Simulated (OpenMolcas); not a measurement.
```
&GATEWAY
Basis set
V.ANO-RCC-VTZP.
V1 0.0 0.0 0.0 Angstrom
End of basis
Basis set
O.ANO-RCC-VDZP.
L1 2.147000 0.000000 0.000000 Angstrom
L2 0.000000 2.147000 0.000000 Angstrom
L3 0.000000 0.000000 2.147000 Angstrom
End of basis
Basis set
Mg.EMB-AIMP.Pascual.10s4p.1s1p.ECP.MgO.
PseudoCharge
* 3 symmetry-unique lattice sites within 7.6 angstrom
End of basis
Basis set
Mg.EMB-AIMP.Pascual.0s.0s.ECP.MgO.
PseudoCharge
* 40 symmetry-unique lattice sites within 7.6 angstrom
End of basis
Basis set
O.EMB-AIMP.Pascual.0s.0s.ECP.MgO.
PseudoCharge
* 55 symmetry-unique lattice sites within 7.6 angstrom
End of basis
Symmetry
XYZ
AngMom=0.0 0.0 0.0
AMFI
RICD
XField
997 Angstrom 0
* Evjen-weighted lattice charges
&SEWARD
&RASSCF
FileOrb=start.orb
Symmetry=1
Spin=4
nActEl=3 0 0
Inactive=18 21
Ras2=5 0
CIRoot=10 10 1
SDav=10
CIMx=300
Iter=150 100
PrWF=0.3
OrbListing=Nothing
MaxOrb=0
LevShft=1.0
>>> COPY $Project.JobIph JOB001
&RASSCF
FileOrb=start.orb
Symmetry=1
Spin=2
nActEl=3 0 0
Inactive=18 21
Ras2=5 0
CIRoot=40 40 1
SDav=40
CIMx=300
Iter=150 100
PrWF=0.3
OrbListing=Nothing
MaxOrb=0
LevShft=1.0
>>> COPY $Project.JobIph JOB002
&RASSI
NrOfJobIphs=2 10 40
1 2 3 4 5 6 7 8 9 10
1 2 3 4 5 6 7 8 9 10 11 12 13 14 15 16 17 18 19 20 21 22 23 24 25 26 27
28 29 30 31 32 33 34 35 36 37 38 39 40
IphNames
JOB001
JOB002
EJob
SpinOrbit
DIPRint=1.0
SOCoupling=1000.0
Subsets=2
Property=9
'ANGMOM' 1 'ANGMOM' 2 'ANGMOM' 3 'MLTPL  1' 1 'MLTPL  1' 2 'MLTPL  1' 3
'AMFI' 1 'AMFI' 2 'AMFI' 3
SOProperty=3
'ANGMOM' 1 'ANGMOM' 2 'ANGMOM' 3
>>> COPY JOB001 $Project.JobIph
&CASPT2
Multistate=10 1 2 3 4 5 6 7 8 9 10
NoMult
Frozen=5 6
IPEA=0.0
Imaginary=0.1
MaxIter=60
WThr=0.0 0.3 0.05
PrWF=0.5
NoMix
>>> COPY JOB002 $Project.JobIph
&CASPT2
Multistate=40 1 2 3 4 5 6 7 8 9 10 11 12 13 14 15 16 17 18 19 20 21 22
23 24 25 26 27 28 29 30 31 32 33 34 35 36 37 38 39 40
NoMult
Frozen=5 6
IPEA=0.0
Imaginary=0.1
MaxIter=60
WThr=0.0 0.3 0.05
PrWF=0.5
NoMix
```

Command:
```bash
OMP_NUM_THREADS=1 MOLCAS_MEM=2457 MOLCAS_PROJECT=a pymolcas a.inp > a.log  # once for each step of the input, in one work folder
```

The CASPT2 energies were then put on the diagonal of the RASSI spin-orbit matrix.

The calculation used state-averaged SS-CASPT2, IPEA shift 0, imaginary shift 0.1 hartree, closed shells 3s 3p correlated, active space 3 electrons in the shell 3d, basis ANO-RCC-VTZP on the metal and ANO-RCC-VDZP on the ligands, DKH2 scalar Hamiltonian, spin-orbit coupling by RASSI with atomic mean-field integrals (OpenMolcas). Powder susceptibility by Van Vleck's formula.

V²⁺ (3d³) as a dopant in MgO, a cluster with its 6 nearest O²⁻ at 2.147 Å (octahedron) embedded in model potentials and point charges; the geometry was set, not optimised. The cluster and the levels that result:

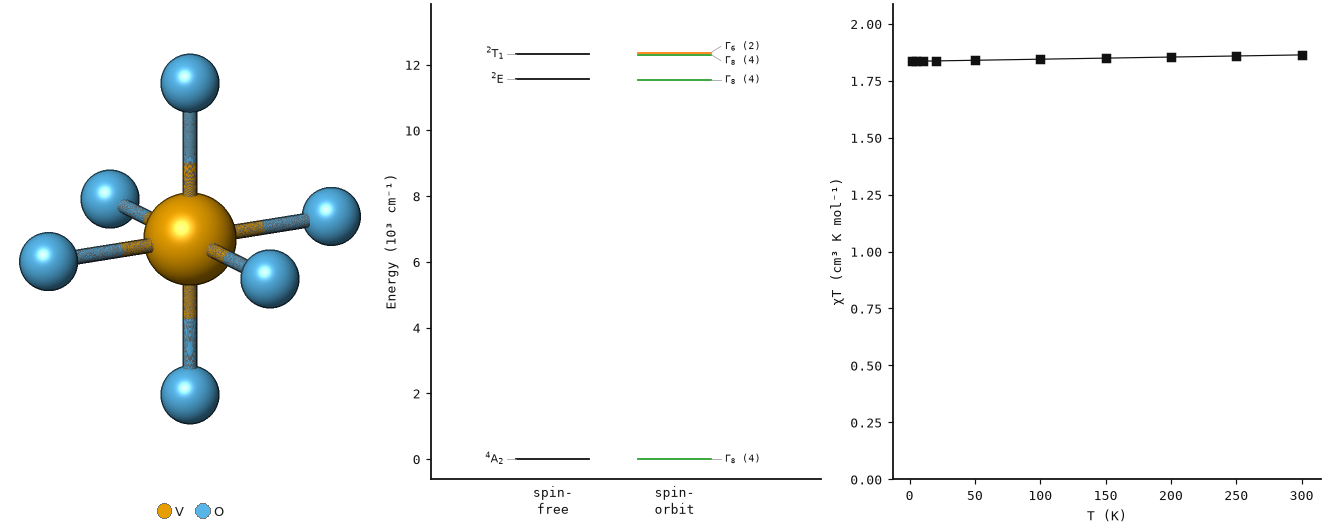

Labels give the representation in O, Td, D4 or D3 as the site allows (double group for half-integer spin) where it could be assigned and, in brackets, the degeneracy; spin-free states, where drawn, share the zero of the spin-orbit levels.

The ground level is Γ₈, 4-fold degenerate, 100 % from states of spin multiplicity 4. The next level lies at 11,500 cm⁻¹ (Γ₈). The lowest spin-free state is ⁴A₂. χT is 1.84 cm³ K mol⁻¹ at 2 K and 1.86 at 300 K, an effective moment of 3.86 μB.

Known limits: the geometry is set by hand, with no relaxation and no charge compensation.
